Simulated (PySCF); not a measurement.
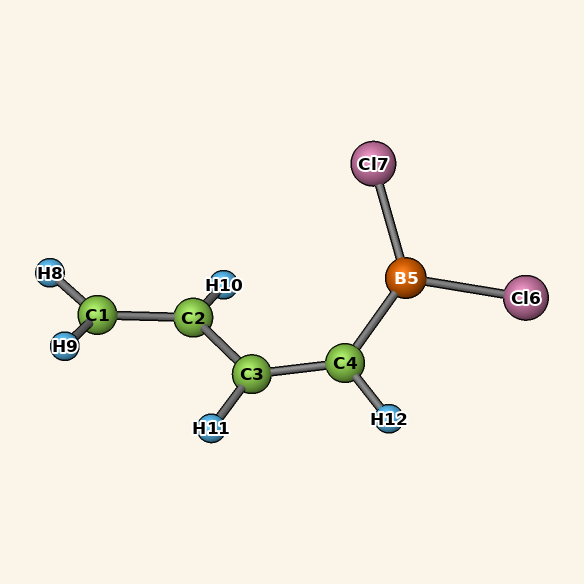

The questions are on isotropic NMR shieldings of the H atoms. Geometry: a frame of a GFN2-xTB molecular-dynamics simulation, not a minimum. Properties computed with GIAO PBE0/pcSseg-1 NMR shielding, non-relativistic, gas phase (PySCF 2.14.0).

Which H atom is the most shielded (lowest chemical shift)?

Answer. H9 (25.86 ppm).

Which H atom is the least shielded (highest chemical shift)?

Answer. H10 (24.09 ppm).

How wide is the range of H shifts?

Answer. 1.76 ppm.

Give the isotropic NMR shieldings of the H atoms atom by atom.

```json
{"atom": "H8", "σ (ppm)": "25.70"}
{"atom": "H9", "σ (ppm)": "25.86"}
{"atom": "H10", "σ (ppm)": "24.09"}
{"atom": "H11", "σ (ppm)": "24.10"}
{"atom": "H12", "σ (ppm)": "24.99"}
```
